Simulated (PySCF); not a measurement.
**Run report: C10H12O3, NMR shielding calculation**

C10H12O3, computed with GIAO PBE0/pcSseg-1 NMR shielding, non-relativistic, gas phase (PySCF 2.14.0).

The geometry comes from this level: PBE0-D3(BJ)/def2-SVP. Figures and captions count atoms from 1; the log counts them from 0 in places.

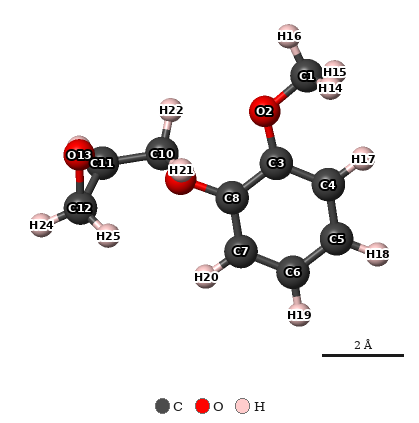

Figure 1. The structure as given in the input (ball-and-stick view, seen at a tilt; atoms are numbered from 1 in the order of the input).

The input:
```
{"job": {"kind": "nmr", "xc": "PBE0", "basis": "pcSseg-1", "pop": false}, "charge": 0, "multiplicity": 1}
C     -2.365153    -2.385747     0.398070
O     -1.412285    -1.476337    -0.074753
C     -1.487805    -0.188174     0.323467
C     -2.479940     0.324733     1.162041
C     -2.497287     1.681980     1.491185
C     -1.523995     2.538047     0.989893
C     -0.520063     2.026110     0.167089
C     -0.485820     0.676960    -0.169453
O      0.488086     0.242861    -1.006955
C      1.317618    -0.819442    -0.577858
C      2.654496    -0.647015    -1.239790
C      3.745905     0.056550    -0.570928
O      3.720968    -1.353056    -0.648482
H     -2.343365    -2.468257     1.499188
H     -3.386582    -2.109278     0.082655
H     -2.111796    -3.361024    -0.036454
H     -3.257566    -0.331803     1.553303
H     -3.286294     2.063428     2.143001
H     -1.535220     3.600483     1.241375
H      0.266577     2.664081    -0.240813
H      1.451666    -0.802341     0.517827
H      0.875874    -1.792083    -0.847594
H      2.634608    -0.658491    -2.338971
H      4.519646     0.553880    -1.169299
H      3.576976     0.483785     0.426476
```

The first line tells a small driver script what to run in PySCF; the rest is the geometry in Å.

Log:
```
coarse grid: 21560 points
cycle   1  E = -612.8729391305  dE =  2.406e+00  |g| = 8.345e-01  |ddm| = 4.786e+00
cycle   2  E = -612.7389676219  dE =  1.340e-01  |g| = 1.212e+00  |ddm| = 1.801e+00
cycle   3  E = -613.0026092934  dE = -2.636e-01  |g| = 1.298e-01  |ddm| = 1.102e+00
cycle   4  E = -613.0056502140  dE = -3.041e-03  |g| = 5.059e-02  |ddm| = 1.441e-01
cycle   5  E = -613.0061517180  dE = -5.015e-04  |g| = 1.562e-02  |ddm| = 5.496e-02
cycle   6  E = -613.0061896183  dE = -3.790e-05  |g| = 5.775e-03  |ddm| = 1.677e-02
cycle   7  E = -613.0061961037  dE = -6.485e-06  |g| = 1.081e-03  |ddm| = 5.906e-03
final grid: 210168 points
cycle   8  E = -613.1155774065  dE = -4.619e-05  |g| = 1.729e-02  |ddm| = 5.715e-02
cycle   9  E = -613.1154968446  dE =  8.056e-05  |g| = 2.723e-02  |ddm| = 3.213e-02
cycle  10  E = -613.1156326060  dE = -1.358e-04  |g| = 2.238e-03  |ddm| = 2.179e-02
cycle  11  E = -613.1156338422  dE = -1.236e-06  |g| = 4.955e-04  |ddm| = 2.936e-03
cycle  12  E = -613.1156338913  dE = -4.904e-08  |g| = 2.305e-04  |ddm| = 6.792e-04
cycle  13  E = -613.1156339044  dE = -1.315e-08  |g| = 4.041e-05  |ddm| = 2.306e-04
cycle  14  E = -613.1156339047  dE = -2.508e-10  |g| = 2.121e-05  |ddm| = 5.114e-05
```

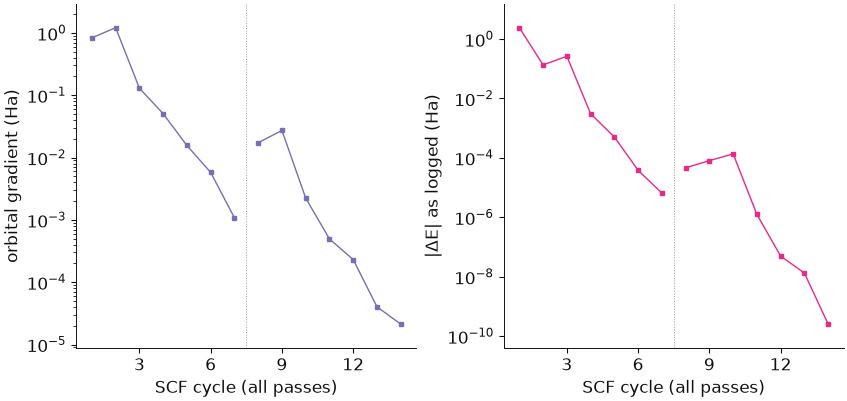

Figure 2. Convergence of the self-consistent field: orbital gradient and size of the energy change against the SCF cycle. The dotted line marks the change from a coarse to the final integration grid. The first 7 cycles use a coarse grid, the final grid takes over at cycle 8, and the field converges after 14 cycles in all.

```
converged SCF energy = -613.1156339047

GIAO shielding tensors (ppm)
atom      isotropic    diamagn.    paramagn.     s11        s22        s33       span
  0 C      131.115     242.717    -111.602    102.498    113.468    177.379     74.882
  1 O      243.350     403.929    -160.579    154.871    262.076    313.103    158.232
  2 C       27.361     255.064    -227.704    -39.998     10.290    111.789    151.787
  3 C       70.997     258.882    -187.885    -19.374     55.468    176.899    196.273
  4 C       55.671     254.708    -199.037    -51.466     44.816    173.662    225.128
  5 C       59.238     255.177    -195.938    -45.603     49.989    173.329    218.931
  6 C       56.523     253.530    -197.006    -34.713     47.136    157.148    191.861
  7 C       30.138     252.411    -222.273    -38.123     15.568    112.968    151.091
  8 O      248.783     402.260    -153.477    172.146    264.321    309.882    137.736
  9 C      107.752     245.857    -138.105     74.887     97.130    151.240     76.354
 10 C      135.882     247.311    -111.429     82.135    145.592    179.917     97.782
 11 C      138.038     255.405    -117.367     95.461    142.377    176.275     80.813
 12 O      325.686     397.289     -71.602    171.324    380.958    424.777    253.452
 13 H       27.808      29.061      -1.253     24.344     25.075     34.006      9.662
 14 H       27.705      27.683       0.022     23.888     25.056     34.171     10.283
 15 H       27.121      28.163      -1.042     22.285     25.975     33.102     10.818
 16 H       24.634      31.484      -6.850     20.171     24.295     29.437      9.266
 17 H       24.177      28.551      -4.374     20.556     25.339     26.637      6.081
 18 H       24.311      29.446      -5.136     20.672     25.621     26.639      5.967
 19 H       24.140      33.360      -9.219     20.262     23.685     28.474      8.211
 20 H       29.001      33.417      -4.416     24.771     29.488     32.746      7.975
 21 H       25.961      32.362      -6.401     19.209     28.329     30.345     11.136
 22 H       28.362      29.230      -0.868     22.410     26.986     35.691     13.281
 23 H       28.619      27.799       0.819     23.314     25.660     36.882     13.568
 24 H       29.017      31.649      -2.632     24.433     27.572     35.046     10.613
```

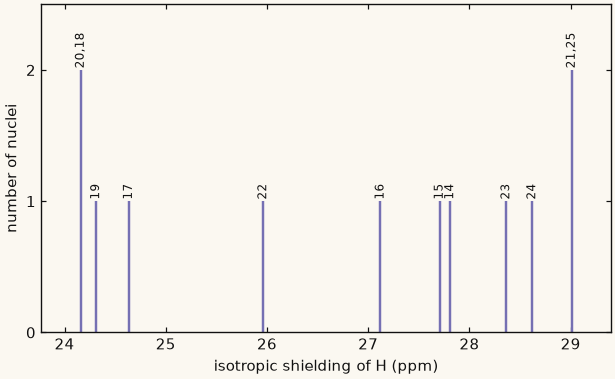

Figure 3. Isotropic shieldings of the hydrogen nuclei in this fixed geometry, labelled by atom number; shielding grows to the right, so chemical shift grows to the left. The least shielded is H20 (24.1 ppm), the most shielded H25 (29.0 ppm).

Key numbers:

```json
{"quantity": "outcome", "value": "converged"}
{"quantity": "total energy", "value": "−613.115634 hartree"}
{"quantity": "HOMO", "value": "−6.33 eV"}
{"quantity": "LUMO", "value": "−0.14 eV"}
{"quantity": "dipole moment", "value": "2.08 D"}
{"quantity": "isotropic shielding, C", "value": "27.4 to 138.0 ppm"}
{"quantity": "isotropic shielding, O", "value": "243.4 to 325.7 ppm"}
{"quantity": "isotropic shielding, H", "value": "24.1 to 29.0 ppm"}
{"quantity": "hardware", "value": "8 threads of AMD EPYC (Zen 3), 32 GiB of memory available, shared host"}
{"quantity": "wall time", "value": "36 s (CPU time 2.4 min)"}
{"quantity": "peak memory", "value": "3.5 GiB"}
```
